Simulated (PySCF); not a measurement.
# singlet CH5OSi+: levels of theory compared

Aim: a comparison of 6 runs (B3LYP/def2-SVPD, BLYP/def2-SVPD, CAM-B3LYP/def2-SVPD, revPBE/def2-SVPD, wB97X/def2-SVPD, CCSD(T)/def2-SVPD) of singlet CH5OSi+. 

Program for the calculation: PySCF 2.14.0.

3 further runs of the same task are left out: 3 set aside as unsound or not needed. Runs told in other sessions of the task aren't counted.

## (1) The molecule

CH5OSi+ has 8 atoms, charge +1, and is taken as a singlet. As SMILES of the parent species, `[CH2][SiH2]O`. The coordinates come from a PBE0-D4/def2-TZVP relaxation. This is one conformer, not always the lowest. That shape belongs to the parent species and isn't relaxed for this state.

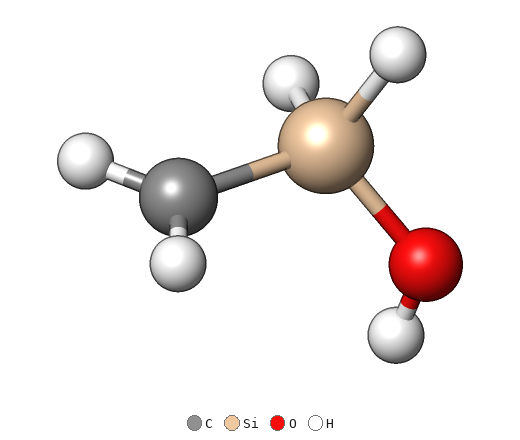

Viewed from a chosen angle; carbon grey, silicon light orange, oxygen red, hydrogen white.

## (2) A single-point energy at B3LYP/def2-SVPD (run 1)

start.xyz reads:

```xyz
8

C     -0.861500     0.517800    -0.791400
Si     0.654000    -0.005200     0.111100
O      0.302800    -0.724400     1.554400
H     -0.970800     0.416800    -1.867000
H     -1.703100     0.991500    -0.293300
H      1.495600     1.161100     0.480600
H      1.431000    -0.912300    -0.779800
H     -0.255800    -1.502300     1.529400
```

job.py reads:

```python
from pyscf import gto, dft

mol = gto.M(
    atom='start.xyz',
    verbose=3,
    basis='def2-svpd',
    charge=1,
    max_memory=1860,
)

mf = dft.RKS(mol, xc='b3lyp')
mf.grids.level = 5
mf.conv_tol = 1e-10
mf.kernel()
if not mf.converged:
    mf = mf.newton().run(mf.mo_coeff, mf.mo_occ)

e_final = mf.e_tot
print('Final energy', e_final)
```

The run is started by

```bash
$ OMP_NUM_THREADS=1 python job.py
```

Log:

```text
converged SCF energy = -405.314628158498
Final energy -405.3146281584982
```

Wall time 11 s (1 thread of AMD EPYC 9R45 (Zen 5), shared host); peak memory 0.55 GiB.

## (3) The energy at BLYP/def2-SVPD (run 2)

calc.py reads:

```python
from pyscf import gto, dft

mol = gto.M(
    atom=[
    ('C', (-0.861500, 0.517800, -0.791400)),
    ('Si', (0.654000, -0.005200, 0.111100)),
    ('O', (0.302800, -0.724400, 1.554400)),
    ('H', (-0.970800, 0.416800, -1.867000)),
    ('H', (-1.703100, 0.991500, -0.293300)),
    ('H', (1.495600, 1.161100, 0.480600)),
    ('H', (1.431000, -0.912300, -0.779800)),
    ('H', (-0.255800, -1.502300, 1.529400)),
],
    verbose=3,
    basis='def2-svpd',
    max_memory=1860,
    charge=1,
)

mf = dft.RKS(mol, xc='blyp')
mf.conv_tol = 1e-10
mf.grids.level = 5
mf.kernel()
if not mf.converged:
    mf = mf.newton().run(mf.mo_coeff, mf.mo_occ)

e_tot = mf.e_tot
print('E(%s) = %.9f' % ('BLYP', e_tot))
```

The run is started by

```bash
$ OMP_NUM_THREADS=1 python calc.py
```

Log:

```text
converged SCF energy = -405.256746123912
E(BLYP) = -405.256746124
```

It took 11 s on 1 thread of AMD EPYC 9R45 (Zen 5), shared host; peak memory 0.55 GiB.

Run 3 isn't shown in full; the table further down has it.

## (4) The energy at revPBE/def2-SVPD (run 4)

calc.py reads:

```python
from pyscf import gto, dft

mol = gto.Mole()
mol.atom = '''
C       -0.861500       0.517800      -0.791400
Si       0.654000      -0.005200       0.111100
O        0.302800      -0.724400       1.554400
H       -0.970800       0.416800      -1.867000
H       -1.703100       0.991500      -0.293300
H        1.495600       1.161100       0.480600
H        1.431000      -0.912300      -0.779800
H       -0.255800      -1.502300       1.529400
'''
mol.max_memory = 1860
mol.basis = 'def2-svpd'
mol.charge = 1
mol.verbose = 4
mol.spin = 0
mol.build()

mf = dft.RKS(mol, xc='revpbe')
mf.conv_tol = 1e-10
mf.grids.level = 5
mf.kernel()
if not mf.converged:
    mf = mf.newton().run(mf.mo_coeff, mf.mo_occ)

etot = mf.e_tot
print(f'total energy: {etot:.8f} hartree')
```

The run is started by

```bash
$ OMP_NUM_THREADS=1 python calc.py
```

Log:

```text
PySCF version 2.14.0

[... 84 lines left out ...]
converged SCF energy = -405.198121323256
total energy: -405.19812132 hartree
```

Wall time 11 s (1 thread of AMD EPYC 9R45 (Zen 5), shared host); peak memory 0.55 GiB.

Run 5 isn't shown in full; the table further down has it.

## (5) A single-point energy at CCSD(T)/def2-SVPD (run 6)

input.py reads:

```python
from pyscf import gto, scf, cc

molecule = gto.Mole()
molecule.atom = '''
C   -0.861500   0.517800  -0.791400
Si   0.654000  -0.005200   0.111100
O    0.302800  -0.724400   1.554400
H   -0.970800   0.416800  -1.867000
H   -1.703100   0.991500  -0.293300
H    1.495600   1.161100   0.480600
H    1.431000  -0.912300  -0.779800
H   -0.255800  -1.502300   1.529400
'''
molecule.charge = 1
molecule.max_memory = 1860
molecule.spin = 0
molecule.verbose = 3
molecule.basis = 'def2-svpd'
molecule.build()

myscf = scf.RHF(molecule)
myscf.conv_tol = 1e-10
myscf.kernel()
if not myscf.converged:
    myscf = myscf.newton().run(myscf.mo_coeff, myscf.mo_occ)

mycc = cc.CCSD(myscf, frozen=7)
mycc.kernel()
e_t = mycc.ccsd_t()
etot = mycc.e_tot + e_t
print('Final energy', etot)
```

The run is started by

```bash
$ OMP_NUM_THREADS=1 python input.py
```

Log:

```text
converged SCF energy = -404.074555069592
E(CCSD) = -404.5215676679271  E_corr = -0.4470125983347124
CCSD(T) correction = -0.0123638853399741
Final energy -404.5339315532671
```

It took 20 s on 1 thread of AMD EPYC 9R45 (Zen 5), shared host; peak memory 0.74 GiB.

## (6) The series

```
run                level  integration grid  frozen core orbitals  energy (Eh)  HOMO energy (eV)  LUMO energy (eV)  HOMO–LUMO gap (eV)  wall time
  1      B3LYP/def2-SVPD                 5                     –  -405.314628            -14.44            -11.93                2.51       11 s
  2       BLYP/def2-SVPD                 5                     –  -405.256746            -13.28            -12.36                0.93       11 s
  3  CAM-B3LYP/def2-SVPD                 5                     –  -405.240893            -15.98            -10.62                5.36       22 s
  4     revPBE/def2-SVPD                 5                     –  -405.198121            -13.36            -12.44                0.92       11 s
  5      wB97X/def2-SVPD                 5                     –  -405.249567            -16.93             -9.44                7.49       21 s
  6    CCSD(T)/def2-SVPD                 –                     7  -404.533932            -18.02             -7.51               10.51       20 s
```

## (7) Outcome

```
                                          quantity          value
                               run 6: total energy  -404.53393 Eh
        run 6: HOMO energy (Hartree–Fock orbitals)      -18.02 eV
        run 6: LUMO energy (Hartree–Fock orbitals)       -7.51 eV
      run 6: HOMO–LUMO gap (Hartree–Fock orbitals)       10.51 eV
run 6: correlation energy (7 core orbitals frozen)     -459.4 mEh
                             run 6: (T) correction     -12.36 mEh
                              run 6: T1 diagnostic          0.026
```

**Reading.** Over runs 1, 2, 3, 4, 5 the HOMO–LUMO gap runs from 0.92 eV (revPBE/def2-SVPD) to 7.49 eV (wB97X/def2-SVPD). Totals of different functionals can't be ranked against each other. All runs together took 95 s, the longest 22 s.
